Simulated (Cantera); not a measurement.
Input: 1 mol SiH₄, 2.2 mol H₂O, 26 mol N₂O, held at 0.0250 bar.

These are equilibrium values from Cantera (NASA tables, ideal gas, pure condensed phases), not measurements of a reactor. Candidate condensed phases: H₂O, Si, SiO₂, Si₂N₂O, Si₃N₄; 35 gas species. The tables hold silica as quartz up to 1696 K and as liquid above; real silica turns to tridymite and cristobalite and melts near 1996 K. The numbers say what is thermodynamically allowed, not how fast it happens.

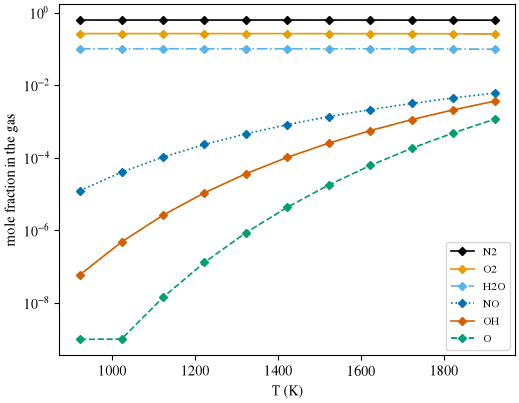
Figure: Equilibrium gas composition (values under 1e-9 drawn at 1e-9)

From 923 K to 1623 K the condensed part is SiO₂(β-quartz). From 1723 K to 1923 K the condensed part is SiO₂(condensed).
